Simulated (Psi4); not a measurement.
**CH6ClNSi (SMILES C[SiH](N)Cl) at HSE06/6-31G(d) (spherical functions)**

Aim: the vertical ionisation energy of CH6ClNSi at HSE06/6-31G* (spherical functions), from 2 runs. 

The calculation is run with Psi4 1.11.

1 further run of the same task is left out (set aside as unsound or not needed).

## Step 1: The system as given

CH6ClNSi: 10 atoms, total charge 0, spin state singlet. SMILES: `C[SiH](N)Cl`. Geometry: relaxed at PBE0-D4/def2-TZVP. This is one conformer, not always the lowest.

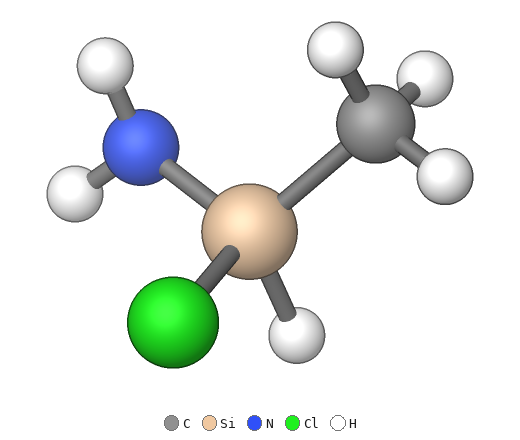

Viewed from a chosen angle; carbon grey, silicon light orange, nitrogen blue, chlorine green, hydrogen white.

## Step 2: Energy and forces at HSE06/6-31G(d) (spherical functions)

Input file ch6clnsi.py:

```python
import psi4

psi4.set_memory('2200 MB')
psi4.set_num_threads(1)
psi4.core.set_output_file('psi4.out', False)

molecule = psi4.geometry("""
C
Si 1 1.853322
N 2 1.705619 1 109.95816
Cl 2 2.081445 3 113.79106 1 119.85453
H 1 1.091652 2 110.57459 3 179.02835
H 1 1.092475 5 108.83053 2 -121.4514
H 1 1.093024 5 107.77048 6 -117.51857
H 2 1.48041 3 107.3628 1 -124.47089
H 3 1.008118 2 119.99564 8 -172.26504
H 3 1.007765 9 110.69773 2 146.08013
symmetry c1
""")

psi4.set_options({
    'basis': '6-31G*',
    'reference': 'rks',
    'puream': True,
    'e_convergence': 1e-09,
    'd_convergence': 1e-08,
    'scf_type': 'pk',
    'dft_radial_points': 99,
    'dft_spherical_points': 590,
})

E, wfn = psi4.gradient("HSE06", return_wfn=True)
psi4.oeprop(wfn, "MULLIKEN_CHARGES", "WIBERG_LOWDIN_INDICES", "LOWDIN_CHARGES", title="HSE06")
print('gradient / Eh bohr^-1')
print(E.np.round(6))
print(f'energy = {wfn.energy():.10f} Eh')
```

Run with:

```bash
python ch6clnsi.py
```

psi4.out:

```text
[...]
  Running in c1 symmetry.
[...]
  Nuclear repulsion =  222.146025130355298
[...]
  Multiplicity = 1
[...]
  Nalpha       = 25
  Nbeta        = 25
[...]
    Number of basis functions: 76
[...]
   @RKS iter   1:  -845.49273569929892   -6.62089e-02   1.15776e-02 ADIIS/DIIS
[...]
   @RKS iter  11:  -845.86220967300812    1.02318e-12   8.51279e-09 DIIS
[...]
  @RKS Final Energy:  -845.86220967300812
   => Energetics <=
    Nuclear Repulsion Energy =            222.1460251303552980
    One-Electron Energy =               -1608.7219003209238508
    Two-Electron Energy =                 589.5239128680285603
    DFT Exchange-Correlation Energy =     -48.8102473504682237
    Empirical Dispersion Energy =           0.0000000000000000
    VV10 Nonlocal Energy =                  0.0000000000000000
    Total Energy =                       -845.8622096730081239
[...]
 Multipole Moments:
 ------------------------------------------------------------------------------------
     Multipole            Electronic (a.u.)      Nuclear  (a.u.)        Total (a.u.)
 ------------------------------------------------------------------------------------
 L = 1.  Multiply by 2.5417464519 to convert [e a0] to [Debye]
 Dipole X            :         -4.6592434            4.9843672            0.3251238
 Dipole Y            :          3.9746748           -4.8210551           -0.8463803
 Dipole Z            :          4.5249458           -4.7618775           -0.2369317
 Magnitude           :                                                    0.9371242
[...]
  -Total Gradient:
     Atom            X                  Y                   Z
    ------   -----------------  -----------------  -----------------
       1        0.000238123424    -0.000096226432     0.001654141928
       2       -0.003098461202    -0.002937886035    -0.000713774428
       3       -0.002060680578     0.003978680636    -0.000426152970
       4        0.004285725344    -0.003260492647    -0.001514032496
       5        0.000026917278    -0.001470878279     0.001277750926
       6       -0.001241484640     0.000733145409     0.000873554867
       7        0.001188993031     0.000761186305     0.001310387621
       8       -0.000890234958    -0.000339821821    -0.000572074103
       9        0.002113297689     0.002134022419     0.001371839691
      10       -0.000572907511     0.000496610436    -0.003256560027
[...]
  Mulliken Charges: (a.u.)
   Center  Symbol    Alpha    Beta     Spin     Total
       1     C     3.38038  3.38038  0.00000 -0.76076
       2    SI     6.65474  6.65474  0.00000  0.69053
       3     N     3.94491  3.94491  0.00000 -0.88981
       4    CL     8.65523  8.65523  0.00000 -0.31047
       5     H     0.39401  0.39401  0.00000  0.21198
       6     H     0.39616  0.39616  0.00000  0.20769
       7     H     0.39836  0.39836  0.00000  0.20328
       8     H     0.53365  0.53365  0.00000 -0.06730
       9     H     0.32251  0.32251  0.00000  0.35497
      10     H     0.32005  0.32005  0.00000  0.35989
[...]
```

On the terminal:

```text
gradient / Eh bohr^-1
[[ 2.380e-04 -9.600e-05  1.654e-03]
 [-3.098e-03 -2.938e-03 -7.140e-04]
 [-2.061e-03  3.979e-03 -4.260e-04]
 [ 4.286e-03 -3.260e-03 -1.514e-03]
 [ 2.700e-05 -1.471e-03  1.278e-03]
 [-1.241e-03  7.330e-04  8.740e-04]
 [ 1.189e-03  7.610e-04  1.310e-03]
 [-8.900e-04 -3.400e-04 -5.720e-04]
 [ 2.113e-03  2.134e-03  1.372e-03]
 [-5.730e-04  4.970e-04 -3.257e-03]]
energy = -845.8622096730 Eh
```

It took 83 s on 1 thread of Intel Xeon Platinum 8259CL at 2.50GHz (Skylake/Cascade Lake), shared host; peak memory 1.3 GiB.

## Step 3: The doublet cation

Input file job.dat:

```
memory 2.2 GB

molecule {
  1 2
  C     -0.924300     0.960300    -0.429600
  Si    -0.055600    -0.637600    -0.073400
  N      1.200800    -0.379200     1.050800
  Cl     0.594900    -1.392500    -1.900800
  H     -1.720000     0.809500    -1.161600
  H     -1.359500     1.369700     0.485000
  H     -0.226900     1.694300    -0.841400
  H     -0.936500    -1.689500     0.482600
  H      1.847500     0.382600     0.917600
  H      1.662700    -1.168700     1.473800
  symmetry c1
}

set {
  basis 6-31G*
  reference uks
  puream true
  e_convergence 1e-09
  d_convergence 1e-08
  scf_type pk
  dft_radial_points 99
  dft_spherical_points 590
  maxiter 100
}

gradient('hse06')
print_variables()
```

Run with:

```bash
psi4 -i job.dat -o job.out -n 1
```

job.out:

```text
[...]
  Running in c1 symmetry.
[...]
  Nuclear repulsion =  222.145996722657117
[...]
  Multiplicity = 2
[...]
  Nalpha       = 25
  Nbeta        = 24
[...]
    Number of basis functions: 76
[...]
   @UKS iter   1:  -845.08207020089480    3.44456e-01   1.15795e-02 ADIIS/DIIS
[...]
   @UKS iter  22:  -845.49660987558173   -1.59162e-12   4.54356e-09 DIIS
[...]
   @S^2 Observed:                7.593564699E-01
[...]
  @UKS Final Energy:  -845.49660987558173
   => Energetics <=
    Nuclear Repulsion Energy =            222.1459967226571166
    One-Electron Energy =               -1596.9800171490819594
    Two-Electron Energy =                 577.8739826111966522
    DFT Exchange-Correlation Energy =     -48.5365720603535920
    Empirical Dispersion Energy =           0.0000000000000000
    VV10 Nonlocal Energy =                  0.0000000000000000
    Total Energy =                       -845.4966098755817256
[...]
 Multipole Moments:
 ------------------------------------------------------------------------------------
     Multipole            Electronic (a.u.)      Nuclear  (a.u.)        Total (a.u.)
 ------------------------------------------------------------------------------------
 L = 1.  Multiply by 2.5417464519 to convert [e a0] to [Debye]
 Dipole X            :          3.3903853           -2.4423036            0.9480817
 Dipole Y            :         -4.8942019            5.5045785            0.6103765
 Dipole Z            :         -3.9609738            5.8733932            1.9124194
 Magnitude           :                                                    2.2200825
[...]
  -Total Gradient:
     Atom            X                  Y                   Z
    ------   -----------------  -----------------  -----------------
       1       -0.012107777048     0.001171746686    -0.005126558528
       2        0.082909530085     0.003475382463     0.040622909656
       3       -0.040911573905     0.005225856141    -0.001532275864
       4       -0.013702215279    -0.001022248951    -0.010006535582
       5        0.001999876743     0.002176736430     0.000810567764
       6        0.002405832041    -0.001735831662    -0.001340838551
       7        0.000422472432    -0.003477969464     0.001283556950
       8       -0.007343407900    -0.000057449163    -0.003407125952
       9       -0.008238148766    -0.015933980099    -0.005639191576
      10       -0.005426102340     0.010177999740    -0.015660558513
[...]
```

Wall time 2.7 min (1 thread of Intel Xeon Platinum 8259CL at 2.50GHz (Skylake/Cascade Lake), shared host); peak memory 1.3 GiB.

## Step 4: Outcome

Level: HSE06/6-31G* (spherical functions).

| quantity | value |
| --- | --- |
| singlet CH6ClNSi: total energy | -845.86221 Eh |
| singlet CH6ClNSi: dipole moment | 2.38 D |
| singlet CH6ClNSi: HOMO energy | -7.25 eV |
| singlet CH6ClNSi: LUMO energy | 1.11 eV |
| singlet CH6ClNSi: HOMO–LUMO gap | 8.36 eV |
| singlet CH6ClNSi: largest force on an atom | 0.288 eV/Å |
| doublet cation: total energy | -845.49661 Eh |
| doublet cation: HOMO energy (highest over α and β) | -13.51 eV |
| doublet cation: LUMO energy (lowest over α and β) | -12.58 eV |
| doublet cation: ⟨S²⟩ | 0.759 |
| doublet cation: largest force on an atom | 4.751 eV/Å |
| vertical ionisation energy (to the doublet cation) | 9.948 eV |

In words: Removing an electron at fixed nuclei costs 9.95 eV (960 kJ/mol). The largest force (singlet CH6ClNSi) is 0.29 eV/Å: the shape isn't a stationary point for this species at this level. −ε(HOMO) before ionisation, 7.25 eV, is 2.70 eV below this ionisation energy.
